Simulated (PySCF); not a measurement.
```yaml
atoms:
  - { symbol: C, position_ang: [-2.2735, -0.8166, 1.1870] }
  - { symbol: Si, position_ang: [-0.8689, 0.4267, 0.8776] }
  - { symbol: C, position_ang: [-0.7950, 0.9260, -0.9765] }
  - { symbol: C, position_ang: [-0.0072, -0.1150, -1.7789] }
  - { symbol: C, position_ang: [1.1750, -0.6623, -1.0598] }
  - { symbol: Si, position_ang: [1.2447, -0.5382, 0.7815] }
  - { symbol: P, position_ang: [2.8810, 0.8298, 1.5743] }
  - { symbol: H, position_ang: [-2.3156, -1.1009, 2.2334] }
  - { symbol: H, position_ang: [-3.2415, -0.4022, 0.9218] }
  - { symbol: H, position_ang: [-2.1311, -1.7235, 0.6068] }
  - { symbol: H, position_ang: [-1.1239, 1.6368, 1.6772] }
  - { symbol: H, position_ang: [-0.2786, 1.8845, -1.0495] }
  - { symbol: H, position_ang: [-1.7762, 1.0674, -1.4284] }
  - { symbol: H, position_ang: [0.3008, 0.3051, -2.7443] }
  - { symbol: H, position_ang: [-0.6776, -0.9524, -2.0229] }
  - { symbol: H, position_ang: [1.8706, -1.2271, -1.6649] }
  - { symbol: H, position_ang: [1.6159, -1.8213, 1.4088] }
  - { symbol: H, position_ang: [3.8353, 0.3858, 0.6790] }
  - { symbol: H, position_ang: [2.5559, 1.9066, 0.7701] }
```

Geometry: GFN2-xTB.

Theory: UKS B3LYP, pcH-1 on C H P Si, non-relativistic, mean-field spin-orbit, GIAO in PySCF 2.14.0, density-fitted response routines.

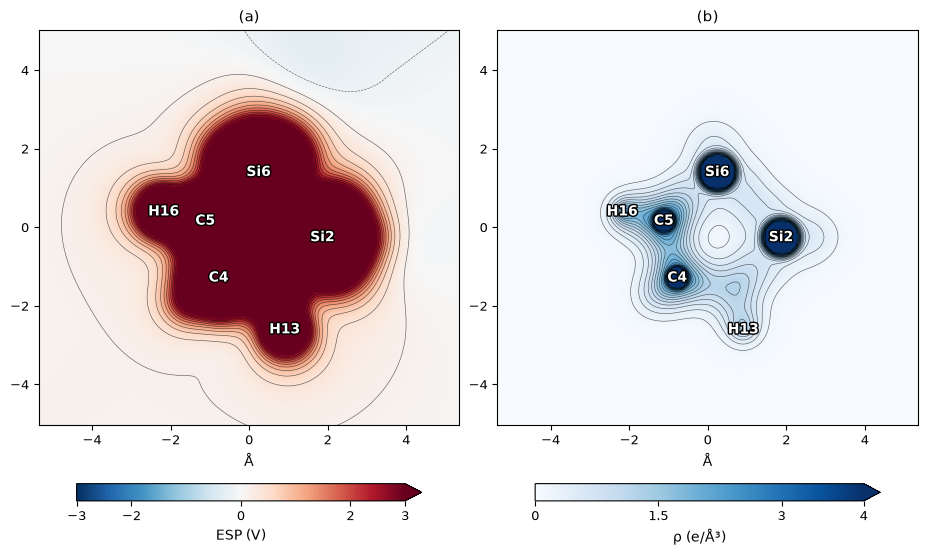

C4H12PSi2 (doublet). (a) molecular electrostatic potential; (b) total electron density on the plane of atoms C4, C5 and Si6.

Q: Interpret the plot.

A:
- The section cuts through Si, C and H sites.
- C–C (1.49 Å): the density is about 1.7 e/Å³ at the midpoint.
- C–Si (1.85 Å): ρ at the midpoint is about 0.97 e/Å³.
- Si–Si (2.33 Å): ρ at the midpoint is about 0.64 e/Å³.
- C–H (1.08 Å): ρ at the midpoint is about 2 e/Å³.
- Outside the dense part of the molecule the potential is most negative (−0.3 V) near P7, which lies off the plane.
